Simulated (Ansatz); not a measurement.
# What NaGeCl3 (model cell, started as cubic perovskite with Ge in the octahedra) distorts into, part 3 of 3

Aim: this structure of NaGeCl3 (model cell, started as cubic perovskite with Ge in the octahedra) is to be tested for unstable modes, and one is followed downhill.

Ansatz 0.2.0; DFT PBEsol, scalar-relativistic, plane waves, PAW; PAW set soft_1.

So far. Step 5 (Energy along the mode, all amplitudes (two of the runs …): The lowest of the steps tried is the last one, at 0.6 Å, 23.6 meV/atom below the parent; the bottom of the well need not coincide with a step. Step 7 (The new phase in its own primitive cell): The largest force component left is 0.40 meV/Å and the pressure is -0.001 GPa, within the tolerances set. The cell now holds 29.90 Å³/atom. The relaxed cell has a = 5.257, c = 5.409 Å (conventional setting).

The structure was built from a prototype and need not be the compound's stable phase.

### Step 8. Modes of the new phase, k-mesh 8×8×8

A relaxed structure may still be a saddle point, so its zone-centre modes are computed. The response to a homogeneous field gives the Born charges and the dielectric tensor.

Input file input.yaml:

```yaml
crystal:
  lattice:
    - [5.2574441233, 0.0, 0.0]
    - [0.0, 5.2574441233, 0.0]
    - [0.0, 0.0, 5.4089536631]
  atoms:
    - { symbol: Na, position: [0.0, 0.0, 0.740380063] }
    - { symbol: Ge, position: [0.5, 0.5, 0.5079382401] }
    - { symbol: Cl, position: [0.5, 0.0, 0.5630628737] }
    - { symbol: Cl, position: [0.5, 0.5, 0.083042209] }
    - { symbol: Cl, position: [0.0, 0.5, 0.5630628737] }
kpoints:
  mp_grid: { grid: [8, 8, 8] }
hamiltonian:
  xc: pbesol
  pseudopotentials: { kind: paw, azcp: { folder: soft_1 }, xc_functional: pbe }
scf:
  occupations: { method: fixed }
output:
  eigenvalues: true
phonons:
  method: dfpt
  dielectric: true
  rigid_motions: translations
```

Launch:

```console
ansatz run input.yaml --threads 8 --pin off --max-ram 16384MiB --backend cpu --events-out ev --progress --plain --runs-dir out
```

Numbers of over 12 decimals in the logs are rounded to 6 here.

The log of the run:

```text
[...]
Crystal: 5 atoms, lattice volume = 149.507 Å³
Basis set: ecut = 420 eV, 2939 PW (Γ), exchange–correlation on 72×72×80 points (8 copies of the dense FFT grid, shifted against one another)
Bands: 27, of which v1, the nominal top of the filled ones, is band 22 counted from 1 (21 counted from 0)
Symmetry: 8 space group operations
k-points: 260 of 512 (irreducible under 1 space group operation, time reversal used)
[...]
SCF iter   1: F=—  HF=-8919.070244 eV  |F-HF|=—  |Δ(HF+E_count)|=         —  Δρ=4.97e-2  dr2=3.54e0  ethr=3.10e-3  ⟨swp⟩=5.1  Hψ=28535  notcnv=0  defer=700
[...]
SCF iter  13: F=-8917.435506 eV  HF=-8917.435506 eV  |F-HF|=2.00e-11  |Δ(HF+E_count)|=   1.25e-9  Δρ=1.14e-7  dr2=2.37e-11  ethr=1.00e-12  ⟨swp⟩=16.3  Hψ=51979  notcnv=0
SCF 1 converged in 13 iterations: F = -8917.435506 eV  dr2 = 2.37e-11
[...]
DFPT response loops at Γ: preconditioner auto → none (the input reference at scf.mixing.eps_inf says where Resta's filter doesn't serve); β = 0.50; Broyden in place of MSR1
── the response to a field inside a basis, on 10×10×10 k-points: an SCF that follows is theirs, and a resumed run solves both again ──
Bands: 23, of which v1, the nominal top of the filled ones, is band 22 counted from 1 (21 counted from 0)
k-points: 75
[...]
Eigensolver: Dense (75 Hₖ)
SCF iter   1: F=—  HF=-8917.420665 eV  |F-HF|=—  |Δ(HF+E_count)|=         —  Δρ=1.29e-4  dr2=5.22e-6  ethr=1.00e-1
[...]
SCF iter   4: F=-8917.420670 eV  HF=-8917.420670 eV  |F-HF|=6.60e-9  |Δ(HF+E_count)|=  9.39e-10  Δρ=1.99e-6  dr2=5.76e-9  ethr=1.90e-10
SCF 1 converged in 4 iterations: F = -8917.420670 eV  dr2 = 5.76e-9
[...]
WARN: field response: ε∞ stands inside a basis, on 10×10×10 points; the force constants stand on the 8×8×8 k-mesh, whose period is 10.06 times the interband length at k = (-0.5000, -0.5000, -0.5000), direct gap 1.000 eV, under 14: take them and everything formed from them as unconverged, and compare with a denser kpoints.mp_grid
SCF converged after 13 iterations
Free energy (F): -8917.435506 eV
[...]
Internal energy: -8917.435506 eV  (E = F + TS)
E sigma→0 (E₀):  -8917.435506 eV
Fermi energy:    2.846339 eV
[...]
--- Band table (eV; the first three rows and the last of 260) ---
  k-point 0: bands = [... 18 lower, -0.3897, -0.3303, -0.0668, -0.0668, 5.2689, 7.4376, 7.4376, 8.2799, ... 1 higher]
  k-point 1: bands = [... 18 lower, -0.4023, -0.3056, -0.1041, -0.1041, 5.3921, 7.4608, 7.4608, 8.0428, ... 1 higher]
  k-point 2: bands = [... 18 lower, -0.4324, -0.1941, -0.1941, -0.1576, 5.7347, 6.9961, 7.5160, 7.5160, ... 1 higher]
  k-point 259: bands = [... 18 lower, -0.1921, 0.2864, 0.2864, 2.8463, 3.8461, 3.8461, 4.4941, 6.4124, ... 1 higher]
--- Phonons (Γ-DFPT): 9 representative perturbations + reference, on 260 of 512 k-points (Σ response iterations 27) ---
  k mesh reduced under 1 symmetry operation, with k and −k counted as one. Each operation leaves every solved perturbation unchanged. A smaller set is not considered because the run solves the response to a homogeneous field
  ASR residual: 2.792e-4 → 0.000e0 eV/Å²; symmetrization residual: 2.140e-5 eV/Å²
  ASR residual per site (eV/Å²): 2.79e-4 1.22e-5 5.64e-5 1.04e-4 5.64e-5
[...]
ε∞ (high-frequency dielectric tensor):
        5.366515     0.000000    -0.000000
        0.000000     5.366515     0.000000
       -0.000000     0.000000     3.594714
  softest optical mode at Γ: -54.27 cm⁻¹; the repairs (sum rule, projections) moved no ω² at Γ by more than (2.66 cm⁻¹)²
  Born effective charges Z* (e; rows j = field, columns β = displacement):
    site 0:
         1.21767    0.00000   -0.00000
         0.00000    1.21767    0.00000
         0.00000    0.00000    0.95762
    site 1:
         4.25913    0.00000   -0.00000
         0.00000    4.25913    0.00000
        -0.00000    0.00000    3.05145
    site 2:
        -0.68025    0.00000    0.00000
         0.00000   -4.49500    0.00000
         0.00000    0.00000   -0.48313
    site 3:
        -0.30155    0.00000    0.00000
         0.00000   -0.30155    0.00000
         0.00000    0.00000   -3.04281
    site 4:
        -4.49500    0.00000    0.00000
         0.00000   -0.68025    0.00000
         0.00000    0.00000   -0.48313
  Z* charge neutrality: 3.505e-3 e pre-enforcement
  solved inside a basis spanned on kpoints, on 10×10×10 k-points transformed towards the longest dipole: ε∞ is read to err by 2.4e-2, Z* by 5.2e-2 e (field_mesh: kpoints solves on kpoints); Z* is corrected for what the basis lacks
  optical modes at Γ without the LO–TO term, one row a degenerate level:
      ω (cm⁻¹)  modes    IR ((D/Å)²/amu)
        -54.27      2            32.9888
         58.35      2             4.0578
         74.33      1             0.7172
         76.29      1             0.0000
        101.43      2             1.2130
        108.61      1             0.9804
        163.04      2             3.2601
        258.52      1             8.5097
  optical modes at Γ + LO–TO along q̂ = [1.0000, 0.0000, 0.0000]:
      ω (cm⁻¹)  modes    IR ((D/Å)²/amu)
        -54.27      1            16.4944
         50.80      1             0.0400
         58.35      1             2.0289
         74.33      1             0.7172
         76.29      1             0.0000
         98.78      1             0.0610
        101.43      1             0.6065
        108.61      1             0.9804
        150.69      1             0.9893
        163.04      1             1.6301
        239.73      1            19.6696
        258.52      1             8.5097
  optical modes at Γ + LO–TO along q̂ = [0.0000, 1.0000, 0.0000]:
      ω (cm⁻¹)  modes    IR ((D/Å)²/amu)
        -54.27      1            16.4944
         50.80      1             0.0400
[...]
150.69      1             0.9893
        163.04      1             1.6301
        239.73      1            19.6696
        258.52      1             8.5097
  optical modes at Γ + LO–TO along q̂ = [0.0000, 0.0000, 1.0000]:
      ω (cm⁻¹)  modes    IR ((D/Å)²/amu)
        -54.27      2            32.9888
         58.35      2             4.0578
         76.29      1             0.0000
         82.13      1             0.1216
        101.43      2             1.2130
        121.27      1             0.4978
        163.04      2             3.2601
        321.27      1             9.5880
```

Wall time 3.1 min (8 threads of Arm Neoverse V1, shared host); peak memory 4.2 GiB; 23 min of CPU time.

This step gave:

```yaml
sum_rule_residual_before_enforcement: 2.79e-4 eV/Å²
miss_of_the_charge_sum_rule: 0.003505 e
estimated_error_of_the_dielectric_tensor: 0.02391
estimated_error_of_the_born_charges: 0.05231 e
point_group: 4mm
highest_optical_mode_at_the_zone_centre_no_lo_to_term: 258.5 cm⁻¹
lowest_optical_zone_centre_mode: -54.27 cm⁻¹
mean_high_frequency_dielectric_constant: 4.776
largest_born_charge_third_of_the_trace: 3.857 e
top_of_the_zone_centre_spectrum_with_the_field: 321.3 cm⁻¹
```

Without the LO-TO term. Patterns of degenerate modes are one choice out of their space. Modes at Γ, with each element's share of the kinetic energy (negative means imaginary):

```
mode  frequency (cm⁻¹)  symmetry  Na %  Ge %  Cl %
   1             -54.3         E     0    18    82
   2             -54.3         E     0    18    82
   3               0.0  acoustic    11    36    53
   4               0.0  acoustic    11    36    53
   5               0.0  acoustic    11    36    53
   6              58.4         E    23     0    77
   7              58.4         E    23     0    77
   8              74.3        A1    65    17    18
   9              76.3        B1     0     0   100
  10             101.4         E    16    45    39
  11             101.4         E    16    45    39
  12             108.6        A1    23    12    64
  13             163.0         E    50     0    50
  14             163.0         E    50     0    50
  15             258.5        A1     0    35    65
```

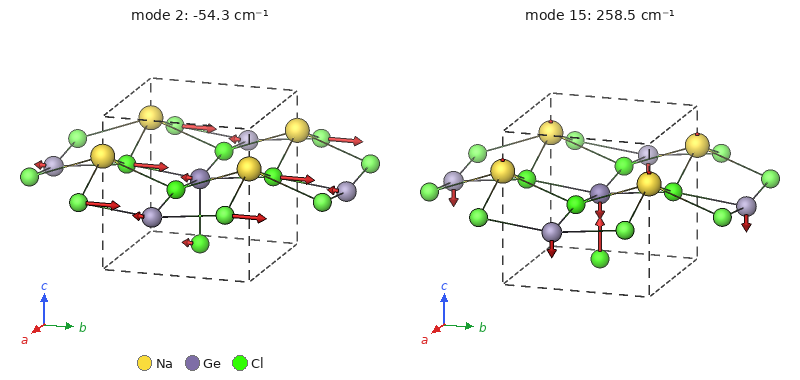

Displacement patterns of modes 2 and 15 at Γ; arrows are exaggerated. Some periodic images of atoms are drawn too.

Optical modes at the zone centre, without and with the macroscopic field of the longitudinal modes; each column is sorted by frequency, so a row need not hold one and the same mode. Modes with and without the field, by row:

```
rank among optical modes  no field (cm⁻¹)  q along (1, 0, 0) (cm⁻¹)  q along (0, 0, 1) (cm⁻¹)
                       1            -54.3                     -54.3                     -54.3
                       2            -54.3                      50.8                     -54.3
                       3             58.4                      58.4                      58.4
                       4             58.4                      74.3                      58.4
                       5             74.3                      76.3                      76.3
                       6             76.3                      98.8                      82.1
                       7            101.4                     101.4                     101.4
                       8            101.4                     108.6                     101.4
                       9            108.6                     150.7                     121.3
                      10              163                       163                       163
                      11              163                     239.7                       163
                      12            258.5                     258.5                     321.3
```

Born charge (rows field, columns displacement) (e), principal values of the symmetric part by kind of site:

```
atom  atoms with these values    low  middle   high   mean
 Na1                        1   0.96    1.22   1.22   1.13
 Ge2                        1   3.05    4.26   4.26   3.86
 Cl3                        2  -4.50   -0.68  -0.48  -1.89
 Cl4                        1  -3.04   -0.30  -0.30  -1.22
```

In full for Na1:

```
1.22 0.00 0.00
0.00 1.22 0.00
0.00 0.00 0.96
```

High-frequency dielectric tensor:

```
5.37 0.00 0.00
0.00 5.37 0.00
0.00 0.00 3.59
```

Transverse modes; imaginary modes are left out. Infrared lines, with heights relative to the strongest:

```
position (cm⁻¹)  label  relative intensity
             58      E                  48
             74     A1                 8.4
             76     B1                 0.0
            101      E                  14
            109     A1                  12
            163      E                  38
            258     A1                 100
```

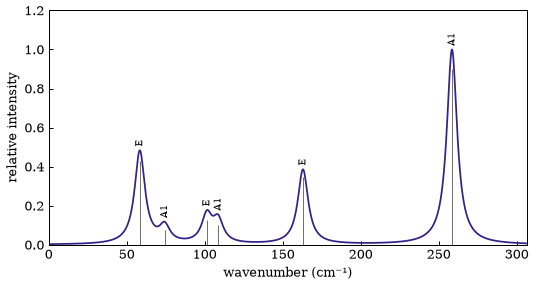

The infrared spectrum, broadened with Lorentzians of width 8 cm⁻¹; bars mark the lines.

Before it was imposed, the acoustic sum rule was missed by 2.8e-4 eV/Å² and the charge sum rule by 0.0035 e. Small misses are needed for a sound result but don't prove that mesh and cutoff are converged. The lowest optical mode is imaginary, 54.3i cm⁻¹, so the energy falls along it.

The log warns of the k mesh: “the force constants stand on the 8×8×8 k-mesh, whose period is 10.06 times the interband length at k = (-0.5000, -0.5000, -0.5000), direct gap 1.000 eV, under 14: take them and everything formed from them as unconverged”.

### Step 9. Results

```
unstable mode of the parent                                                      : q = (0, 0, 0), 90i cm⁻¹
depth at the lowest point sampled                                                : 23.6 meV/atom
largest atomic shift at that point                                               : 0.6 Å
space group reached (within 0.01 Å)                                              : P4mm
energy gained over the parent (first relaxation, on the mesh of the frozen mode) : 55.5 meV/atom
volume per atom, phase reached                                                   : 29.9 Å³
gap on the k-mesh, phase reached                                                 : 1.000 eV
lowest optical zone-centre mode, phase reached                                   : -54.3 cm⁻¹
highest optical mode at the zone centre (no LO-TO term), phase reached           : 259 cm⁻¹
```

What this shows: Along this mode the structure falls into P4mm, 55.5 meV/atom below the parent. At the parent's cell the well is 23.65 meV/atom deep on the steps tried, with its lowest point at a shift of 0.6 Å. That is the last step tried, so the steps alone don't bracket the bottom of the well. Relaxing atoms and cell changes the gain by +31.87 meV/atom against the lowest step (energies at zero smearing). The new phase still has an imaginary mode at the zone centre of its cell, so it is a saddle point on the way to a lower structure. Of the 6 patterns followed to their end from this parent, this one ends 32.7 meV/atom above the lowest, Imma. Each path keeps the symmetry of its pattern, so a lower phase may lie along a pattern not tried. With the field response the log warns that the k mesh is coarse for the force constants too, so the frequencies may not be converged. The PAW files were made for PBE and serve the other functionals too. The starting cell was built on a prototype and not taken from a measurement, so the phase need not exist.

[Logs are printed without paths, hosts, clocks, repeated set-up lines and the standing remarks that a program may print on its own settings, such as how far it seeks lower states.]

[Hosts, paths, dates, database ids (printed as entryN), source tags and the programs' standing remarks are cut or masked in the printed files.]
